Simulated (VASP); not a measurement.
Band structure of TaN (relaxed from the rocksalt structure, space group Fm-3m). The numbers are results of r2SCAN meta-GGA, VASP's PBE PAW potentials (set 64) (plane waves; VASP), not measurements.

Unless said otherwise, spin-orbit coupling is left out, though it shifts the bands of the heavy elements here.

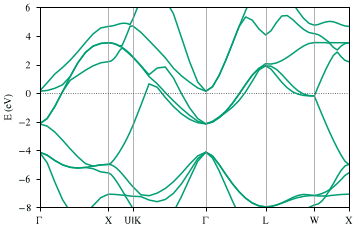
Figure. Bands along high-symmetry lines, zero at the valence-band maximum or, without a gap, the Fermi level

### Question
Read the plot: is there a gap, and where are the band edges?

### Answer
It has no gap at this level: it comes out as a metal or semimetal.

The structure was generated: TaN was put into the rocksalt type (Fm-3m), which need not be its known phase. It was relaxed first, which changed the volume by +13 %.
